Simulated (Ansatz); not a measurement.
**SVWN5/6-31G(d) (spherical functions) run of CH6ClNSi (SMILES C[SiH](N)Cl)**

Aim: the energy change on altering one bond length of CH6ClNSi at SVWN5/6-31G* (spherical functions), from 2 runs. 

The calculation is run with Ansatz 0.2.0.

128 further runs of the same task are left out: 128 set aside as unsound or not needed.

**1. The molecule**

CH6ClNSi has 10 atoms, charge 0, and is taken as a singlet. SMILES: `C[SiH](N)Cl`. The shape is that of a PBE0-D4/def2-TZVP optimisation. This is one conformer, not always the lowest.

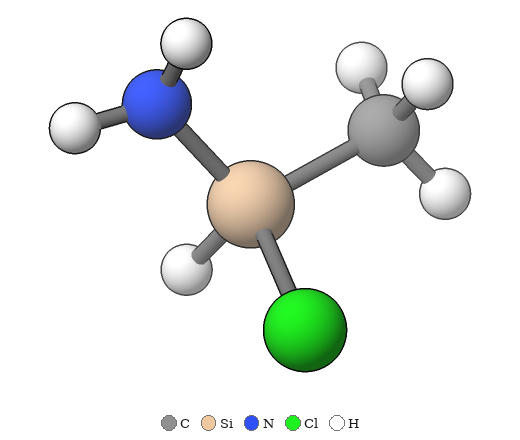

The structure, seen from a chosen angle (carbon grey, silicon light orange, nitrogen blue, chlorine green, hydrogen white).

**2. A single-point energy at SVWN5/6-31G(d) (spherical functions)**

job.yaml

```yaml
crystal:
  periodic: [false, false, false]
  atoms:
    - {symbol: C, position_ang: [-0.924300, 0.960300, -0.429600]}
    - {symbol: Si, position_ang: [-0.055600, -0.637600, -0.073400]}
    - {symbol: N, position_ang: [1.200800, -0.379200, 1.050800]}
    - {symbol: Cl, position_ang: [0.594900, -1.392500, -1.900800]}
    - {symbol: H, position_ang: [-1.720000, 0.809500, -1.161600]}
    - {symbol: H, position_ang: [-1.359500, 1.369700, 0.485000]}
    - {symbol: H, position_ang: [-0.226900, 1.694300, -0.841400]}
    - {symbol: H, position_ang: [-0.936500, -1.689500, 0.482600]}
    - {symbol: H, position_ang: [1.847500, 0.382600, 0.917600]}
    - {symbol: H, position_ang: [1.662700, -1.168700, 1.473800]}
basis:
  gaussian:
    orbitals: 6-31G_st_-spherical.json
output:
  orbitals: {seedname: orbitals}
hamiltonian:
  xc: {name: SVWN5}
accuracy: high
```

The basis set 6-31G* is read from a file made from the Basis Set Exchange's data (not shown).

Launch:

```console
ansatz run job.yaml --threads 1 --pin off --max-ram 3480MiB --events-out events.jsonl --progress --plain --runs-dir runs
```

Standard output:

```text
Warning: RAYON_NUM_THREADS=1 ignored (pool sized by the plan → 1); use --threads N
Functional definition: SVWN5
  name "SVWN5"
  exchange = slater_x
  correlation = vwn5_c
1774 factors; integrals over basis functions are off by at most 3.6e-9 eV
mean field evaluation 1: about -22918.3856 eV, gradient 7.7e1 eV
mean field evaluation 2: about -22886.2979 eV, gradient 1.3e2 eV
mean field evaluation 4: about -22931.0130 eV, gradient 9.7e0 eV
mean field evaluation 8: about -22931.2270 eV, gradient 1.9e-1 eV
mean field evaluation 16: about -22931.2271 eV, gradient 1.0e-5 eV
mean field -22931.22711494 eV, -842.7070531299 hartree, gradient 6.6e-8 eV, S^2 0.000000; 0 other end points of the search recorded, 0 dependent functions left out
reference -22931.22711796 eV, -842.7070532410 hartree; 25, 25 occupied and 51, 51 virtual orbitals, 1774 factors
Total energy: -22931.22711796 eV, -842.7070532410 hartree
```

Wall time 3.9 s (1 thread of Arm Neoverse V2, shared host); peak memory 0.2 GiB.

**3. The distorted shape, same level**

in.yaml

```yaml
crystal:
  periodic: [false, false, false]
  atoms:
    - {symbol: C, position_ang: [-1.021887, 1.073549, -0.155457]}
    - {symbol: Si, position_ang: [-0.153187, -0.524351, 0.200743]}
    - {symbol: N, position_ang: [1.103213, -0.265951, 1.324943]}
    - {symbol: Cl, position_ang: [0.594900, -1.392500, -1.900800]}
    - {symbol: H, position_ang: [-1.817587, 0.922749, -0.887457]}
    - {symbol: H, position_ang: [-1.457087, 1.482949, 0.759143]}
    - {symbol: H, position_ang: [-0.324487, 1.807549, -0.567257]}
    - {symbol: H, position_ang: [-1.034087, -1.576251, 0.756743]}
    - {symbol: H, position_ang: [1.749913, 0.495849, 1.191743]}
    - {symbol: H, position_ang: [1.565113, -1.055451, 1.747943]}
basis:
  gaussian: {orbitals: 6-31G_st_-spherical.json}
magnetization: {spin_polarized: false}
hamiltonian: {xc: {name: SVWN5}}
accuracy: high
output: {orbitals: {seedname: orbitals}}
```

The basis set 6-31G* is read from a file made from the Basis Set Exchange's data (not shown).

Launch:

```console
ansatz run in.yaml --threads 1 --pin off --max-ram 3480MiB --events-out events.jsonl --progress --plain --runs-dir runs
```

Standard output:

```text
Warning: RAYON_NUM_THREADS=1 ignored (pool sized by the plan → 1); use --threads N
Functional definition: SVWN5
  name "SVWN5"
  exchange = slater_x
  correlation = vwn5_c
1767 factors; integrals over basis functions are off by at most 6.4e-9 eV
mean field evaluation 1: about -22918.1341 eV, gradient 7.7e1 eV
mean field evaluation 2: about -22881.1908 eV, gradient 1.3e2 eV
mean field evaluation 4: about -22930.5045 eV, gradient 1.0e1 eV
mean field evaluation 8: about -22930.7681 eV, gradient 3.6e-1 eV
mean field evaluation 16: about -22930.7685 eV, gradient 1.3e-5 eV
mean field -22930.76851206 eV, -842.6901997852 hartree, gradient 1.7e-8 eV, S^2 0.000000; 0 other end points of the search recorded, 0 dependent functions left out
reference -22930.76851517 eV, -842.6901998993 hartree; 25, 25 occupied and 51, 51 virtual orbitals, 1767 factors
Total energy: -22930.76851517 eV, -842.6901998993 hartree
```

Run time: 3.9 s. Hardware: 1 thread of Arm Neoverse V2, shared host; peak memory 0.19 GiB.

**4. Results**

Level: SVWN5/6-31G* (spherical functions).

| quantity | value |
| --- | --- |
| first shape: total energy | -842.70705 Eh |
| first shape: HOMO energy | -6.25 eV |
| first shape: LUMO energy | 0.42 eV |
| first shape: HOMO–LUMO gap | 6.68 eV |
| distorted shape: total energy | -842.69020 Eh |
| distorted shape: HOMO energy | -6.45 eV |
| distorted shape: LUMO energy | -0.99 eV |
| distorted shape: HOMO–LUMO gap | 5.46 eV |
| energy change with the Si2–Cl4 bond stretched from 2.081 to 2.394 Å | 0.459 eV |

In words: With the Si2–Cl4 bond stretched from 2.081 to 2.394 Å the energy rises by 0.46 eV (44.2 kJ/mol). The first shape isn't relaxed at this level, so the change isn't measured from a minimum.
